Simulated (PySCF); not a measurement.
# C₂H₁₁NSi₄: NMR shifts, electronic excitations and K edges in gas and solvents, part 2 of 2

PySCF 2.14.0. Atoms count from 0.

## 4. TDDFT and polarisability: wB97X-D/def2-SVPD

The job: settings as JSON, then the geometry in Å.

```
{"job": {"kind": "uv", "xc": "wB97X-D", "basis": "def2-SVPD", "dynamic": true, "nstates": 6, "ntriplets": 0}, "charge": 0, "multiplicity": 1}
N      4.344086    -0.754840     0.760426
C      3.921059     0.203924     0.262181
Si     3.137127     1.697431    -0.526868
Si     0.820366     1.352492    -0.412782
Si     0.400579    -0.826270    -1.194698
C     -1.425212    -1.095614    -1.576673
Si    -2.607850    -0.612208    -0.193906
H      3.633868     2.888301     0.220068
H      3.628358     1.736668    -1.934573
H      0.385761     1.538140     1.006061
H      0.154654     2.386180    -1.267847
H      1.237687    -1.029109    -2.419682
H      0.866814    -1.779126    -0.142280
H     -1.574512    -2.160395    -1.826309
H     -1.685768    -0.515540    -2.478635
H     -2.279767    -1.360179     1.057833
H     -4.023980    -0.901295    -0.574195
H     -2.477566     0.852351     0.085692
```

Level: TDDFT wB97X-D/def2-SVPD, vertical, gas phase, core orbitals frozen in the response.

Log:

```text
coarse grid: 16552 points
cycle   1  E = -1294.7846833867  dE =  1.724e-02  |g| = 4.802e-01  |ddm| = 4.726e+00
cycle   2  E = -1294.7374579886  dE =  4.723e-02  |g| = 7.188e-01  |ddm| = 1.276e+00
cycle   3  E = -1294.8543586965  dE = -1.169e-01  |g| = 6.733e-02  |ddm| = 7.116e-01
cycle   4  E = -1294.8555818060  dE = -1.223e-03  |g| = 3.428e-02  |ddm| = 1.599e-01
cycle   5  E = -1294.8559036297  dE = -3.218e-04  |g| = 6.668e-03  |ddm| = 6.980e-02
cycle   6  E = -1294.8559198200  dE = -1.619e-05  |g| = 1.557e-03  |ddm| = 1.765e-02
cycle   7  E = -1294.8559209989  dE = -1.179e-06  |g| = 3.846e-04  |ddm| = 5.392e-03
final grid: 140208 points
cycle   8  E = -1295.0298290927  dE = -6.612e-05  |g| = 4.939e-03  |ddm| = 1.084e-01
cycle   9  E = -1295.0298246098  dE =  4.483e-06  |g| = 6.865e-03  |ddm| = 1.554e-02
cycle  10  E = -1295.0298347602  dE = -1.015e-05  |g| = 9.306e-04  |ddm| = 6.570e-03
cycle  11  E = -1295.0298349471  dE = -1.868e-07  |g| = 3.213e-04  |ddm| = 1.563e-03
cycle  12  E = -1295.0298349781  dE = -3.101e-08  |g| = 6.575e-05  |ddm| = 6.087e-04
cycle  13  E = -1295.0298349800  dE = -1.905e-09  |g| = 1.249e-05  |ddm| = 2.000e-04
cycle  14  E = -1295.0298349801  dE = -1.287e-10  |g| = 3.758e-06  |ddm| = 5.053e-05
converged SCF energy = -1295.0298349801

Static polarisability (au): isotropic 141.987, principal 119.040 136.144 170.778

Singlet excitations
state   eV       nm        f      main configurations
  1   6.5707    188.7   0.04051   H->L 0.44, H->L+2 0.18
  2   6.6454    186.6   0.03876   H->L+1 0.52, H->L 0.18, H->L+2 0.08
  3   6.9233    179.1   0.12123   H->L 0.19, H->L+4 0.17, H->L+2 0.14
  4   7.1191    174.2   0.09023   H->L+2 0.25, H->L+4 0.18, H->L+1 0.08
  5   7.1837    172.6   0.00762   H-4->L+1 0.41, H->L+4 0.14
  6   7.2905    170.1   0.02103   H-1->L 0.26, H->L+2 0.16, H-1->L+1 0.15
```

It took 92 s on 1 thread, shared host.

The orbitals next to the gap, with their largest atomic shares:

```
orbital      eV                         atoms
 HOMO−3  -11.32   Si4 20 %, H12 17 %, C5 16 %
 HOMO−2  -11.00   C5 22 %, Si6 17 %, H16 14 %
 HOMO−1  -10.64   Si3 21 %, Si4 13 %, C5 10 %
   HOMO   -9.97  Si3 32 %, Si4 22 %, Si2 16 %
   LUMO    0.93  Si2 20 %, Si3 14 %, Si4 12 %
 LUMO+1    1.03    Si2 20 %, C1 20 %, N0 20 %
 LUMO+2    1.21   Si2 23 %, Si3 14 %, C1 14 %
```

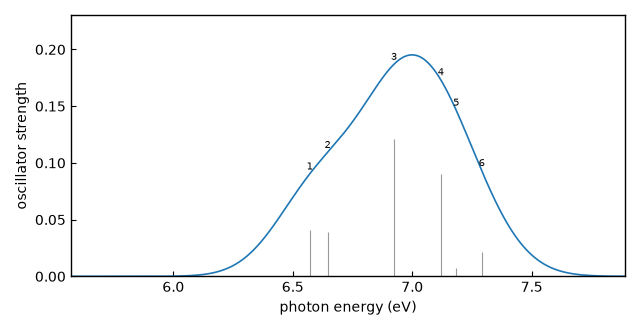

Absorption spectrum from the 6 singlet states computed; above the last one it falls off for lack of states. Lines are broadened to a width of 0.40 eV (Gaussian).

Further results of this job:

```
           property  computed
  dipole moment (D)      4.04
polarisability (Å³)     21.04
 HOMO–LUMO gap (eV)     10.89
      −ε(HOMO) (eV)      9.97
C6 with itself (au)      6648
```

## 5. Excited states and response: wB97X-D/def2-SVPD in cyclohexane

Settings changed since step 4:

```diff
@@ -1,2 +1,2 @@
-{"job": {"kind": "uv", "xc": "wB97X-D", "basis": "def2-SVPD", "dynamic": true, "nstates": 6, "ntriplets": 0}, "charge": 0, "multiplicity": 1}
+{"job": {"kind": "uv", "xc": "wB97X-D", "basis": "def2-SVPD", "solvent": "cyclohexane", "nstates": 6, "ntriplets": 0}, "charge": 0, "multiplicity": 1}
 N      4.344086    -0.754840     0.760426
```

Level: TDDFT wB97X-D/def2-SVPD, vertical, IEF-PCM cyclohexane (non-equilibrium linear response), core orbitals frozen in the response.

Log:

```text
coarse grid: 16552 points
cycle   1  E = -1294.7925955370  dE =  9.636e-03  |g| = 4.651e-01  |ddm| = 4.727e+00
cycle   2  E = -1294.7597009877  dE =  3.289e-02  |g| = 6.605e-01  |ddm| = 1.243e+00
cycle   3  E = -1294.8577250930  dE = -9.802e-02  |g| = 6.571e-02  |ddm| = 6.611e-01
cycle   4  E = -1294.8588949265  dE = -1.170e-03  |g| = 3.291e-02  |ddm| = 1.554e-01
cycle   5  E = -1294.8591910471  dE = -2.961e-04  |g| = 6.444e-03  |ddm| = 6.893e-02
cycle   6  E = -1294.8592060071  dE = -1.496e-05  |g| = 1.423e-03  |ddm| = 1.723e-02
cycle   7  E = -1294.8592070765  dE = -1.069e-06  |g| = 3.476e-04  |ddm| = 5.475e-03
final grid: 140208 points
cycle   8  E = -1295.0330869519  dE = -6.664e-05  |g| = 5.012e-03  |ddm| = 1.095e-01
cycle   9  E = -1295.0330830658  dE =  3.886e-06  |g| = 6.716e-03  |ddm| = 1.576e-02
cycle  10  E = -1295.0330927759  dE = -9.710e-06  |g| = 8.973e-04  |ddm| = 6.531e-03
cycle  11  E = -1295.0330929524  dE = -1.765e-07  |g| = 3.152e-04  |ddm| = 1.577e-03
cycle  12  E = -1295.0330929823  dE = -2.992e-08  |g| = 6.357e-05  |ddm| = 6.314e-04
cycle  13  E = -1295.0330929842  dE = -1.863e-09  |g| = 1.279e-05  |ddm| = 2.057e-04
cycle  14  E = -1295.0330929843  dE = -1.305e-10  |g| = 3.580e-06  |ddm| = 5.236e-05
converged SCF energy = -1295.0330929843

Static polarisability (au): isotropic 160.550, principal 135.752 156.417 189.481

Singlet excitations
state   eV       nm        f      main configurations
  1   6.5224    190.1   0.07160   H->L 0.63, H->L+2 0.09
  2   6.6032    187.8   0.04923   H->L+1 0.64, H->L+2 0.13
  3   6.8858    180.1   0.23462   H->L+2 0.35, H->L 0.15, H->L+4 0.10
  4   7.0972    174.7   0.11732   H->L+4 0.30, H->L+2 0.17, H->L+1 0.10
  5   7.1861    172.5   0.01375   H-5->L+1 0.23, H-1->L+1 0.20, H->L+4 0.09
  6   7.2807    170.3   0.00369   H-1->L+1 0.18, H-5->L+1 0.16, H-5->L 0.11
```

It took 94 s on 1 thread, shared host.

This run: HOMO -9.84 eV, LUMO 1.00 eV; lowest singlet 6.52 eV.

## 6. Core excitations: BHandHLYP/def2-SVPD+aug-pcX-1+pcseg-1

Settings changed since step 5:

```diff
@@ -1,2 +1,2 @@
-{"job": {"kind": "uv", "xc": "wB97X-D", "basis": "def2-SVPD", "solvent": "cyclohexane", "nstates": 6, "ntriplets": 0}, "charge": 0, "multiplicity": 1}
+{"job": {"kind": "xas", "xc": "BHandHLYP", "basis": {"default": "aug-pcX-1", "H": "pcseg-1", "Si": "def2-SVPD"}}, "charge": 0, "multiplicity": 1}
 N      4.344086    -0.754840     0.760426
```

Level: core-valence-separated TDA BHandHLYP/aug-pcX-1 H:pcseg-1 Si:def2-SVPD, K edges, non-relativistic, gas phase.

Log:

```text
coarse grid: 16552 points
cycle   1  E = -1294.9019236197  dE =  2.502e-02  |g| = 4.518e-01  |ddm| = 4.150e+00
cycle   2  E = -1294.8602996743  dE =  4.162e-02  |g| = 6.810e-01  |ddm| = 9.620e-01
cycle   3  E = -1294.9646849203  dE = -1.044e-01  |g| = 8.805e-02  |ddm| = 5.022e-01
cycle   4  E = -1294.9662266435  dE = -1.542e-03  |g| = 4.360e-02  |ddm| = 1.223e-01
cycle   5  E = -1294.9666983381  dE = -4.717e-04  |g| = 6.754e-03  |ddm| = 4.868e-02
cycle   6  E = -1294.9667132392  dE = -1.490e-05  |g| = 1.587e-03  |ddm| = 1.296e-02
cycle   7  E = -1294.9667140190  dE = -7.799e-07  |g| = 4.578e-04  |ddm| = 2.346e-03
final grid: 140208 points
cycle   8  E = -1295.0825324777  dE = -3.210e-05  |g| = 1.773e-03  |ddm| = 2.609e-02
cycle   9  E = -1295.0825325833  dE = -1.055e-07  |g| = 1.486e-03  |ddm| = 3.954e-03
cycle  10  E = -1295.0825330913  dE = -5.081e-07  |g| = 4.323e-04  |ddm| = 1.541e-03
cycle  11  E = -1295.0825331172  dE = -2.589e-08  |g| = 2.798e-04  |ddm| = 4.071e-04
cycle  12  E = -1295.0825331333  dE = -1.610e-08  |g| = 2.711e-05  |ddm| = 2.028e-04
cycle  13  E = -1295.0825331335  dE = -2.333e-10  |g| = 1.077e-05  |ddm| = 4.380e-05
converged SCF energy = -1295.0825331335

C K edge
   eV          f      from atoms
  283.060   0.05046   C1
  283.092   0.05098   C1
  284.880   0.00175   C5
  285.506   0.02899   C5
  285.732   0.02995   C5
  285.915   0.00859   C5
  286.046   0.01810   C5
  286.064   0.01311   C1
  286.466   0.01223   C5
  286.605   0.00131   C1
  286.668   0.00038   C5
  286.765   0.00173   C5

N K edge
   eV          f      from atoms
  396.717   0.06254   N0
  396.792   0.06183   N0
  401.179   0.00013   N0
  401.614   0.00181   N0
  401.983   0.00185   N0
  402.014   0.00048   N0
  402.377   0.00012   N0
  402.543   0.00093   N0
```

Run time: 45 s. Hardware: 1 thread, shared host.

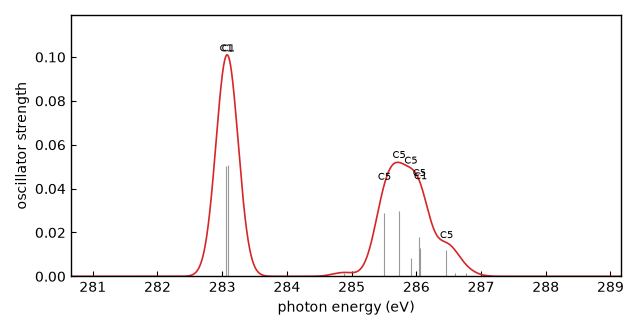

The C K edge. Lines are broadened to a width of 0.40 eV (Gaussian).

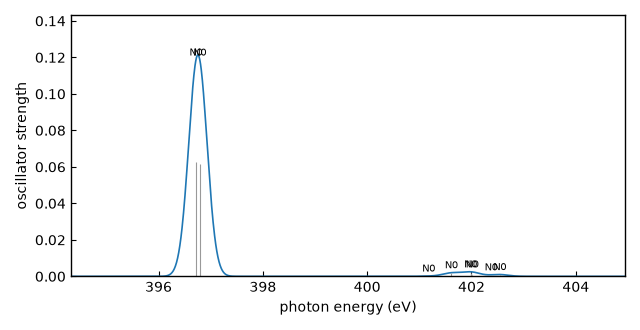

The N K edge. Lines are broadened to a width of 0.40 eV (Gaussian).

## 7. Run by run: electronic excitations

Excitations and ground-state properties, with basis size and wall time:

| run | lowest singlet (eV) | brightest (eV) | f | gap (eV) | α (Å³) | μ (D) | functions | time |
| --- | --- | --- | --- | --- | --- | --- | --- | --- |
| wB97X-D/def2-SVPD | 6.57 | 6.92 | 0.121 | 10.89 | 21.04 | 4.04 | 244 | 92 s |
| wB97X-D/def2-SVPD in cyclohexane | 6.52 | 6.89 | 0.235 | 10.84 | 23.79 | 4.54 | 244 | 94 s |

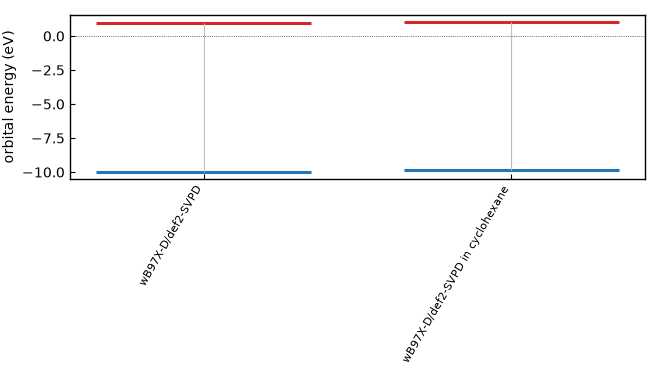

HOMO (blue) and LUMO (red) run by run.

## 8. Outcome

The summary covers parts 1 to 2.

| quantity | value |
| --- | --- |
| point group | C1 |
| rotational constants (main isotopes) | 2.24, 0.49, 0.45 GHz |
| 13C shifts against TMS (PBE0/pcSseg-1, cyclohexane) | 126.8, -15.6 ppm |
| 1H shifts against TMS (PBE0/pcSseg-1, cyclohexane, means over atoms taken as alike) | 4.34, 4.31, 3.97, 3.53, 0.11 ppm |
| 15N shifts against NH3 (PBE0/pcSseg-1, cyclohexane) | 371.1 ppm |
| 29Si shifts against TMS (PBE0/pcSseg-1, cyclohexane) | -65.2, -66.9, -94.0, -115.0 ppm |
| lowest singlet (wB97X-D/def2-SVPD) | 6.57 eV (189 nm), f = 0.041 |
| brightest single state of those computed | state 3, 6.92 eV, f = 0.121 |
| C K edge | first line 283.06 eV, strongest 283.09 eV (f = 0.051) |
| N K edge | first line 396.72 eV, strongest 396.72 eV (f = 0.063) |
| range of the lowest singlet | 6.52 to 6.57 eV |

The optimisation took 19 steps and gained 0.232 eV; among the close pairs (by a distance rule), Si3–Si4 changed most, from 2.321 to 2.353 Å. At PBE0/pcSseg-1: Shielding is most anisotropic at N0 (span 593 ppm, paramagnetic term -442 ppm). The lowest singlet, at 6.57 eV, is HOMO→LUMO 0.44, HOMO→LUMO+2 0.18 and is weak; of the 6 states computed, the strongest absorption comes from state 3 at 6.92 eV. At the C edge the strongest single line lifts a 1s electron of C1 into several orbitals, led by LUMO+1 (weight 0.54), 0.0 eV above the first line. At the N edge the strongest single line lifts a 1s electron of N0 into several orbitals, led by LUMO+2 (weight 0.40), and it is the first line. Absolute edge energies from this method are off by several eV; spacings are better. The lowest singlet runs from 6.52 eV (wB97X-D/def2-SVPD in cyclohexane) to 6.57 eV (wB97X-D/def2-SVPD), while the orbital gap spans 10.84 to 10.89 eV. The lowest state need not be the same one in every run.
